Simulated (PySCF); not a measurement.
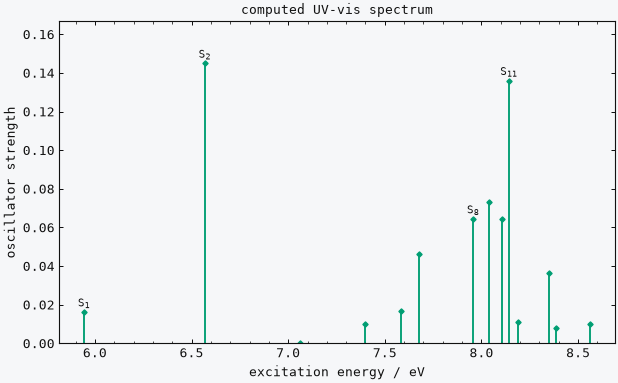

Computed absorption of C₃H₇AlCl₂ (AlCl2(iPr)), SMILES C[CH](C)[Al]([Cl])[Cl], singlet. Vertical TDDFT excitations, ωB97X-D/def2-SVPD, PySCF, at a PBE0-D3(BJ)/def2-SVP geometry (no frequency check), gas phase. Only the first 15 singlet excitations are included. States within 0.01 eV of each other are merged, with their strengths summed. The highest state may be half of a pair whose partner wasn't computed.

Which of the computed transitions is the brightest, and what character does the calculation give it?

Answer. S2 at 6.57 eV (189 nm), f = 0.145, mixed, the largest part being HOMO → LUMO+1 (50 %).

Where is the lowest singlet, and is it bright?

Answer. S1 lies at 5.95 eV (209 nm) with f = 0.016, mainly HOMO → LUMO (53 %); it is weak.

List the transitions behind the spectrum.

Answer.
| state | E (eV) | λ (nm) | f | main character |
| --- | --- | --- | --- | --- |
| S1 | 5.95 | 209 | 0.016 | HOMO → LUMO (53 %) |
| S2 | 6.57 | 189 | 0.145 | HOMO → LUMO+1 (50 %) |
| S3 | 7.06 | 176 | 0.000 | HOMO−1 → LUMO (58 %) |
| S4 | 7.40 | 168 | 0.010 | HOMO−1 → LUMO+1 (48 %) |
| S5 | 7.58 | 164 | 0.017 | HOMO−2 → LUMO (76 %) |
| S6/S7 | 7.68 | 161 | 0.046 | HOMO−2/HOMO−3 → LUMO+1/LUMO |
| S8 | 7.96 | 156 | 0.064 | HOMO−3 → LUMO+1 (30 %) |
| S9 | 8.04 | 154 | 0.073 | HOMO−4 → LUMO (69 %) |
| S10 | 8.11 | 153 | 0.064 | HOMO → LUMO+2 (52 %) |
| S11 | 8.14 | 152 | 0.136 | HOMO−4 → LUMO+1 (79 %) |
| S12 | 8.19 | 151 | 0.011 | HOMO−5 → LUMO (50 %) |
| S13 | 8.35 | 148 | 0.037 | HOMO → LUMO+3 (45 %) |
| S14 | 8.38 | 148 | 0.008 | HOMO−6 → LUMO (43 %) |
| S15 | 8.56 | 145 | 0.010 | HOMO−5 → LUMO+1 (41 %) |

Known limits of this run: one conformer of a flexible molecule; core orbitals are frozen in the response.
